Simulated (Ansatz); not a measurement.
# PH3 (phosphine): levels of theory compared

Aim: a comparison of 6 runs (HF/3-21G, HF/6-31G, UPBE0/6-31G, r2SCAN0/6-31G, wB97X/6-31G, MP2/6-31G) of PH3 (phosphine). 

The calculation is run with Ansatz 0.2.0.

60 further runs of the same task are left out: 2 that didn't finish, 58 set aside as unsound or not needed.

**1. Starting point**

PH3: 4 atoms, total charge 0, spin state singlet. SMILES: `P`. The H4–P1 distance was set to 2.130 Å, away from the relaxed value. At this shape a bond of the SMILES string is far longer than usual.

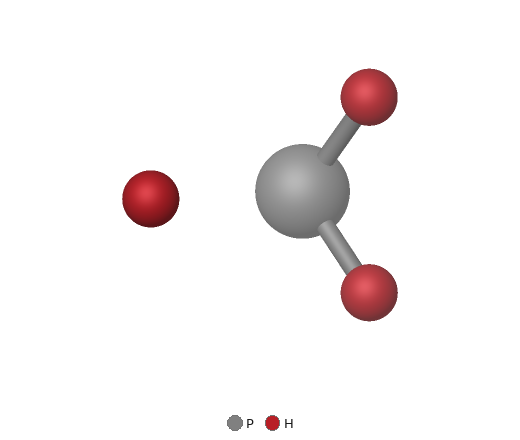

The structure, seen from a chosen angle (phosphorus grey, hydrogen red).

**2. A single-point energy at HF/3-21G (run 1)**

The input, input.yaml:

```yaml
crystal:
  periodic: [false, false, false]
  atoms:
    - symbol: P
      position_ang: [0.504648, -1.001493, -0.180752]
    - symbol: H
      position_ang: [0.789548, -0.708993, 1.179048]
    - symbol: H
      position_ang: [-0.846852, -1.337993, 0.094848]
    - symbol: H
      position_ang: [0.028700, 1.023500, -0.636900]
basis:
  gaussian:
    orbitals: 3-21G.json
accuracy: high
hamiltonian:
  xc: hf
magnetization:
  spin_polarized: false
  initial_magnetization: 0
total_charge: 0
```

The basis set 3-21G is read from a file made from the Basis Set Exchange's data (not shown).

Started as:

```console
$ ansatz run input.yaml --threads 1 --pin off --max-ram 2610MiB --events-out events.jsonl --progress --plain --runs-dir runs
```

Standard output:

```text
Warning: RAYON_NUM_THREADS=1 ignored (pool sized by the plan → 1); use --threads N
Functional definition: HF
  name "HF"
  exchange = exact_x
  correlation = 0
365 factors; integrals over basis functions are off by at most 3.0e-9 eV
mean field evaluation 1: about -9268.6490 eV, gradient 7.6e0 eV
mean field evaluation 2: about -9268.6466 eV, gradient 7.6e0 eV
mean field evaluation 4: about -9268.9689 eV, gradient 6.0e-1 eV
mean field evaluation 8: about -9268.9717 eV, gradient 4.0e-5 eV
mean field -9268.97170075 eV, -340.6284272680 hartree, gradient 1.3e-8 eV, S^2 0.000000; 0 other end points of the search recorded, 0 dependent functions left out
reference -9268.97170075 eV, -340.6284272680 hartree; 9, 9 occupied and 10, 10 virtual orbitals, 365 factors
Total energy: -9268.97170075 eV, -340.6284272680 hartree
```

Run time: 0.1 s. Hardware: 1 thread of Arm Neoverse V1, shared host.

**3. The energy at HF/6-31G (run 2)**

The input, in.yaml:

```yaml
crystal:
  periodic: [false, false, false]
  atoms:
    - symbol: P
      position_ang: [0.504648, -1.001493, -0.180752]
    - symbol: H
      position_ang: [0.789548, -0.708993, 1.179048]
    - symbol: H
      position_ang: [-0.846852, -1.337993, 0.094848]
    - symbol: H
      position_ang: [0.028700, 1.023500, -0.636900]
basis:
  gaussian: {orbitals: 6-31G}
hamiltonian: {xc: hf}
magnetization: {spin_polarized: false}
accuracy: high
```

Started as:

```console
$ ansatz run in.yaml --threads 1 --pin off --max-ram 2610MiB --events-out events.jsonl --progress --plain --runs-dir runs
```

Standard output:

```text
Warning: RAYON_NUM_THREADS=1 ignored (pool sized by the plan → 1); use --threads N
Functional definition: HF
  name "HF"
  exchange = exact_x
  correlation = 0
405 factors; integrals over basis functions are off by at most 4.2e-9 eV
mean field evaluation 1: about -9314.6508 eV, gradient 7.8e0 eV
mean field evaluation 2: about -9314.6504 eV, gradient 7.8e0 eV
mean field evaluation 4: about -9315.0187 eV, gradient 6.5e-1 eV
mean field evaluation 8: about -9315.0224 eV, gradient 5.3e-7 eV
mean field -9315.02238782 eV, -342.3207588033 hartree, gradient 1.2e-8 eV, S^2 0.000000; 0 other end points of the search recorded, 0 dependent functions left out
reference -9315.02238782 eV, -342.3207588033 hartree; 9, 9 occupied and 10, 10 virtual orbitals, 405 factors
Total energy: -9315.02238782 eV, -342.3207588033 hartree
```

Run time: 0.14 s. Hardware: 1 thread of Arm Neoverse V1, shared host.

Runs 3 to 4 aren't shown in full; the table further down has their settings and results.

**4. A single-point energy at wB97X/6-31G (run 5)**

The input, input.yaml:

```yaml
crystal:
  periodic: [false, false, false]
  atoms:
    - {symbol: P, position_ang: [0.504648, -1.001493, -0.180752]}
    - {symbol: H, position_ang: [0.789548, -0.708993, 1.179048]}
    - {symbol: H, position_ang: [-0.846852, -1.337993, 0.094848]}
    - {symbol: H, position_ang: [0.028700, 1.023500, -0.636900]}
basis:
  gaussian: {orbitals: 6-31G}
hamiltonian: {xc: {name: wB97X}}
accuracy: high
```

Started as:

```console
$ ansatz run input.yaml --threads 1 --pin off --max-ram 2610MiB --events-out events.jsonl --progress --plain --runs-dir runs
```

Standard output, shortened:

```text
Warning: RAYON_NUM_THREADS=1 ignored (pool sized by the plan → 1); use --threads N
Functional definition: wB97X
  name "wB97X"
[...]
      + exact_x_lr(omega)
[...]
      + integral(e_c_pw_opposite_spin*poly(b97_u_opposite, 1, cos1, cos2, cos3, cos4))
405 factors; integrals over basis functions are off by at most 4.2e-9 eV
174 factors; integrals over basis functions are off by at most 2.4e-9 eV
[...]
mean field -9333.43349867 eV, -342.9973546479 hartree, gradient 6.2e-8 eV, S^2 0.000000; 0 other end points of the search recorded, 0 dependent functions left out
reference -9333.43349675 eV, -342.9973545772 hartree; 9, 9 occupied and 10, 10 virtual orbitals, 405 factors
Total energy: -9333.43349675 eV, -342.9973545772 hartree
```

It took 3.3 s on 1 thread of Arm Neoverse V1, shared host; peak memory 0.18 GiB.

**5. The energy at MP2/6-31G (run 6)**

The input, in.yaml:

```yaml
crystal:
  periodic: [false, false, false]
  atoms:
    - {symbol: P, position_ang: [0.504648, -1.001493, -0.180752]}
    - {symbol: H, position_ang: [0.789548, -0.708993, 1.179048]}
    - {symbol: H, position_ang: [-0.846852, -1.337993, 0.094848]}
    - {symbol: H, position_ang: [0.028700, 1.023500, -0.636900]}
basis:
  gaussian:
    orbitals: 6-31G
correlation:
  method: mp2
  frozen_orbitals: {H: 0, P: 5}
accuracy: high
```

Started as:

```console
$ ansatz run in.yaml --threads 1 --pin off --max-ram 2610MiB --events-out events.jsonl --progress --plain --runs-dir runs
```

Standard output:

```text
Warning: RAYON_NUM_THREADS=1 ignored (pool sized by the plan → 1); use --threads N
Functional definition: HF
  name "HF"
  exchange = exact_x
  correlation = 0
405 factors; integrals over basis functions are off by at most 4.2e-9 eV
mean field evaluation 1: about -9314.6508 eV, gradient 7.8e0 eV
mean field evaluation 2: about -9314.6504 eV, gradient 7.8e0 eV
mean field evaluation 4: about -9315.0187 eV, gradient 6.5e-1 eV
mean field evaluation 8: about -9315.0224 eV, gradient 5.3e-7 eV
mean field -9315.02238782 eV, -342.3207588033 hartree, gradient 1.2e-8 eV, S^2 0.000000; 0 other end points of the search recorded, 0 dependent functions left out; unrestricted orbitals would lower it
mean field evaluation 16: about -9315.2601 eV, gradient 5.8e-1 eV
5 core orbitals not correlated: weight in the atoms' cores, before any rotation towards them, 1.000 or more for the frozen orbitals, at most 0.000 for the correlated occupied ones
reference -9315.02238782 eV, -342.3207588033 hartree; 4, 4 occupied and 10, 10 virtual orbitals, 405 factors
second order -2.03491595 eV of doubles, -0.00000000 eV of singles
Total energy: -9317.05730376 eV, -342.3955405850 hartree
```

Wall time 0.16 s (1 thread of Arm Neoverse V1, shared host).

**6. All runs side by side**

| run | level | frozen core orbitals | energy (Eh) | wall time |
| --- | --- | --- | --- | --- |
| 1 | HF/3-21G | – | -340.628427 | 0.1 s |
| 2 | HF/6-31G | – | -342.320759 | 0.14 s |
| 3 | UPBE0/6-31G | – | -342.877441 | 1.2 s |
| 4 | r2SCAN0/6-31G | – | -342.974379 | 1.6 s |
| 5 | wB97X/6-31G | – | -342.997355 | 3.3 s |
| 6 | MP2/6-31G | 5 | -342.395541 | 0.16 s |

**7. Results**

```
                                          quantity          value
                               run 6: total energy  -342.39554 Eh
run 6: correlation energy (5 core orbitals frozen)      -74.8 mEh
```

**Reading.** Totals of different functionals can't be ranked against each other. In run 6 the log says that unrestricted orbitals would lower the reference, so the values rest on an unstable closed-shell determinant (other closed-shell runs at this shape may share the fault). All runs together took 6.5 s, the longest 3.3 s.
